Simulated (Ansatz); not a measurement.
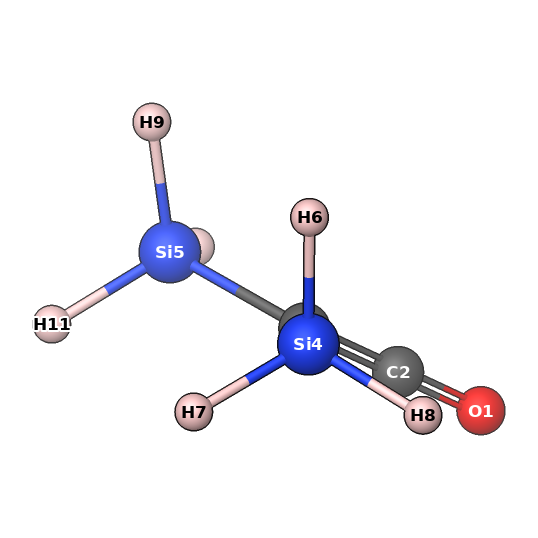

C3 lies behind Si4. The molecule seen nearly along the Si4–C3 bond, Si4 in front. Atoms fade into the background with distance from the viewer. The computed structure is the end point of a PBE-D4/def2-SVP optimisation. No frequency run is at hand to confirm it as a minimum.

What is the torsion angle H6–Si4–C3–Si5? The sign is positive where the front bond must turn clockwise to cover the back bond.

−63°, synclinal (gauche).
